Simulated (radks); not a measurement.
## Run report: Cs⁴⁺, atomic calculation

Cs⁴⁺ (Z = 55, 51 electrons) in the configuration [Kr] 4d10 4f1 5s2 5p2 (high spin). Computed at this level: scalar-relativistic Kohn-Sham, exchange-only r2SCAN, spin-polarised, spherical densities, finite nucleus (the in-house radial solver radks).

## The input
```
Z 55
configuration [Kr] 4d10 5s2 5p2 4f1 6s0 5d0 6p0 5f0
relativity scalar-relativistic
functional r2scan,
spin polarised
nucleus finite rms 4.8041 fm
c 137.035999084
```

Energies in input and log are in hartree, lengths in bohr (the nuclear radius in fm).

## The program's output
```
1s      1   1.0000       -1319.36356632
2s      1   1.0000        -208.88016517
2p      1   3.0000        -187.41159019
3s      1   1.0000         -44.82629801
3p      1   3.0000         -37.86787770
3d      1   5.0000         -27.66747708
4s      1   1.0000          -9.73540210
4p      1   3.0000          -7.49648736
4d      1   5.0000          -4.22427854
5s      1   1.0000          -2.41990059
5p      1   2.0000          -1.86368510
4f      1   1.0000          -1.01409104
6s      1   0.0000          -0.92011348
5d      1   0.0000          -1.10689380
6p      1   0.0000          -0.75504114
5f      1   0.0000          -0.50261622
1s      2   1.0000       -1319.35741099
2s      2   1.0000        -208.87984689
2p      2   3.0000        -187.40804153
3s      2   1.0000         -44.81728363
3p      2   3.0000         -37.85762811
3d      2   5.0000         -27.65827340
4s      2   1.0000          -9.70090012
4p      2   3.0000          -7.46093836
4d      2   5.0000          -4.18001128
5s      2   1.0000          -2.25835684
5p      2   0.0000          -1.69168765
4f      2   0.0000          -0.89607139
6s      2   0.0000          -0.63470674
5d      2   0.0000          -0.89735766
6p      2   0.0000          -0.46069209
5f      2   0.0000          -0.33755804
Etot -7780.158374127368
Ekin 8200.031995595764
Encl -18756.960054355928
Eh 2965.311243869318
Exc -188.5415592365218
err 3.268975800664275e-06
it 12
```

## Orbitals

| orbital | occupation | energy (eV) | ⟨r⟩ (bohr) | outer maximum (bohr) |
| --- | --- | --- | --- | --- |
| 1s up | 1 | −35901.7 | 0.02611 | 0.0168 |
| 1s down | 1 | −35901.5 | 0.02611 | 0.0168 |
| 2s up | 1 | −5683.9 | 0.1121 | 0.0948 |
| 2s down | 1 | −5683.9 | 0.1121 | 0.0948 |
| 2p up | 3 | −5099.7 | 0.09821 | 0.0762 |
| 2p down | 3 | −5099.6 | 0.09821 | 0.0762 |
| 3s up | 1 | −1219.8 | 0.2983 | 0.272 |
| 3s down | 1 | −1219.5 | 0.2983 | 0.272 |
| 3p up | 3 | −1030.4 | 0.2965 | 0.266 |
| 3p down | 3 | −1030.2 | 0.2965 | 0.266 |
| 3d up | 5 | −752.870 | 0.2734 | 0.221 |
| 3d down | 5 | −752.620 | 0.2734 | 0.221 |
| 4s up | 1 | −264.914 | 0.6963 | 0.643 |
| 4s down | 1 | −263.975 | 0.6963 | 0.644 |
| 4p up | 3 | −203.990 | 0.7409 | 0.674 |
| 4p down | 3 | −203.022 | 0.7402 | 0.674 |
| 4d up | 5 | −114.948 | 0.8388 | 0.722 |
| 4d down | 5 | −113.744 | 0.8337 | 0.721 |
| 5s up | 1 | −65.849 | 1.673 | 1.53 |
| 5s down | 1 | −61.453 | 1.663 | 1.52 |
| 5p up | 2 | −50.713 | 1.879 | 1.71 |
| 5p down | 0 | −46.033 | 1.865 | 1.70 |
| 5d up | 0 | −30.120 | 2.421 | 2.15 |
| 4f up | 1 | −27.595 | 1.495 | 0.936 |
| 6s up | 0 | −25.038 | 3.493 | 3.37 |
| 5d down | 0 | −24.418 | 2.286 | 2.08 |
| 4f down | 0 | −24.383 | 1.329 | 0.890 |
| 6p up | 0 | −20.546 | 4.014 | 3.85 |

## Slater integrals of the outer shells (hartree)

| integral | value |
| --- | --- |
| F0(4f,4f) | 0.6197 |
| F2(4f,4f) | 0.2775 |
| F4(4f,4f) | 0.1708 |
| F6(4f,4f) | 0.1219 |
| F0(4f,5p) | 0.5202 |
| F2(4f,5p) | 0.2263 |
| G2(4f,5p) | 0.1645 |
| G4(4f,5p) | 0.1192 |
| F0(4f,5s) | 0.5612 |
| G3(4f,5s) | 0.1602 |
| F0(4f,4d) | 0.7746 |
| F2(4f,4d) | 0.3325 |
| F4(4f,4d) | 0.2036 |
| G1(4f,4d) | 0.3840 |
| G3(4f,4d) | 0.2328 |
| G5(4f,4d) | 0.1624 |
| F0(4f,5d) | 0.4346 |
| F2(4f,5d) | 0.1649 |
| F4(4f,5d) | 0.0961 |
| G1(4f,5d) | 0.1260 |

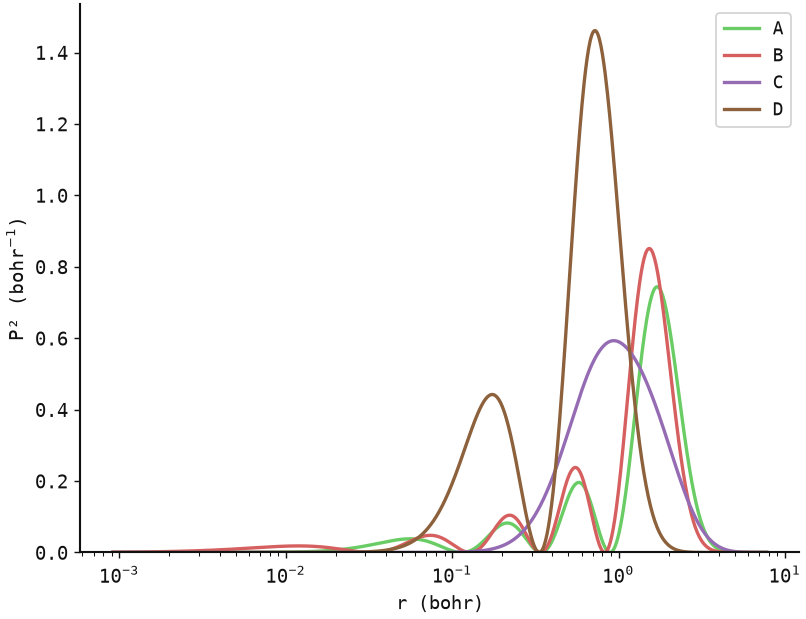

Fig. 1: The radial probability densities P² of 4f up, 5p up, 4d up and 5s up. A is 5p up; B is 5s up; C is 4f up; D is 4d up. 4d up: outer maximum at 0.722 bohr, ⟨r⟩ = 0.839 bohr, 1 node, eigenvalue −114.9 eV; 4f up: outer maximum at 0.936 bohr, ⟨r⟩ = 1.50 bohr, 0 nodes, eigenvalue −27.6 eV; 5s up: outer maximum at 1.53 bohr, ⟨r⟩ = 1.67 bohr, 4 nodes, eigenvalue −65.8 eV; 5p up: outer maximum at 1.71 bohr, ⟨r⟩ = 1.88 bohr, 3 nodes, eigenvalue −50.7 eV.

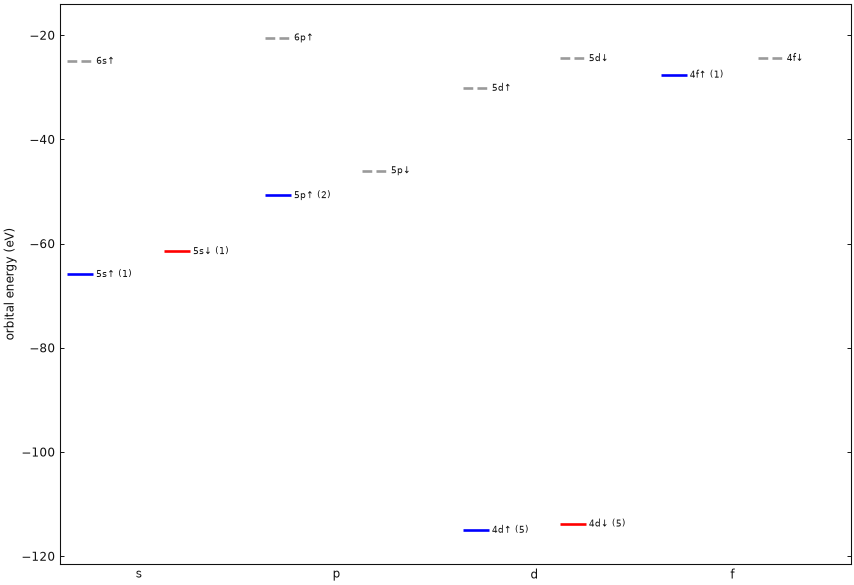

Fig. 2: The outer levels are drawn by angular momentum (occupations in brackets, up spins at the left of each column and down spins at the right, empty levels dashed). The highest occupied level is 4f up at −27.6 eV. From the top down the occupied levels run 4f up (−27.6 eV), 5p up (−50.7 eV), 5s down (−61.5 eV), 5s up (−65.8 eV), 4d down (−113.7 eV), 4d up (−114.9 eV). The lowest empty level drawn is 5p down at −46.0 eV. The largest exchange splitting (down less up) among the shells drawn in both spins is that of 5d, 5.70 eV. The order isn't aufbau: the empty 5p down and 5d up levels lie under the highest occupied one.

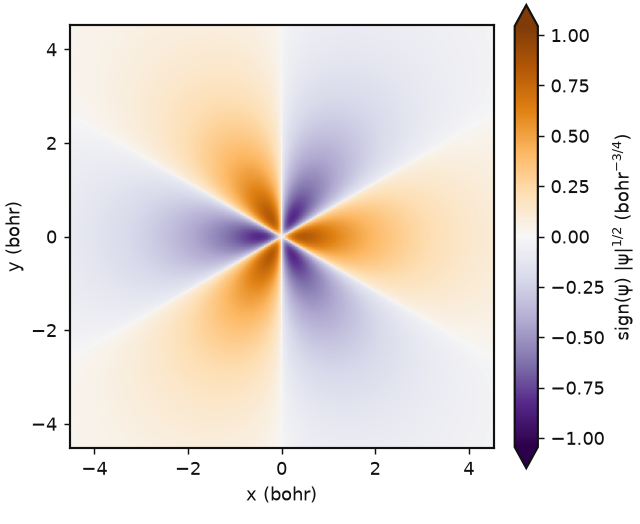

Fig. 3: One occupied orbital of up spin is shown. In the xy plane through the nucleus, the colour gives the signed square root of ψ. The radial function comes from the spherical calculation and is multiplied by a real spherical harmonic; the overall sign is chosen so that the largest lobe of P(r) is positive; at the scalar-relativistic level it is the large component. It is 4f(x(x²−3y²)) of up spin. It has three nodal planes that hold the z axis and no radial node. The maximum of P² lies at 0.936 bohr, ⟨r⟩ = 1.50 bohr, 90 % of the charge lies within 2.58 bohr, and the eigenvalue is −27.6 eV, with 1 electron in the shell for this spin.

## Results in brief

```tsv
quantity	value
outcome	converged
total energy	−7780.1584 hartree
kinetic energy	8200.0320 hartree
electron–nucleus energy	−18756.9601 hartree
Hartree energy	2965.3112 hartree
exchange–correlation energy	−188.541559 hartree
radius at density 0.001 e/bohr³	3.45 bohr
SCF iterations	12
hardware	1 CPU thread, shared host
```
